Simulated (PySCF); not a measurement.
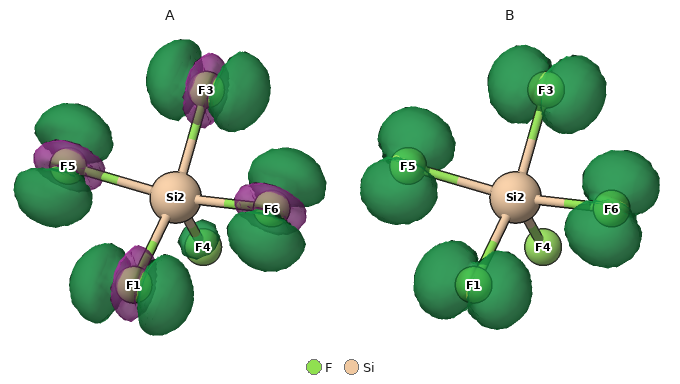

F5Si, charge −1, SMILES `F[Si-](F)(F)(F)F`. The Fukui function f⁻ from two separate SCF calculations and the density of the HOMO, at ±0.04 e/Å³ (green positive, purple negative).

Method: PBE0/def2-SVPD; geometry: GFN2-xTB; program: PySCF. No frequency check shows the geometry to be a minimum.

Question: Which panel is which, and how good is the frozen-orbital picture?

Answer: A is f⁻ (it has negative regions), B the HOMO density. The HOMO lies on F1, F3, F5 and F6 (24 % each); f⁻ (Hirshfeld-condensed) is largest on F1, F3, F5 and F6 (0.21 each) and Si2 (0.12); the vertical detachment energy is 7.42 eV (the stability of the neutral species's solution wasn't checked). Relaxation shifts 14 % of the electron between atoms. The orbital energy is −4.95 eV.
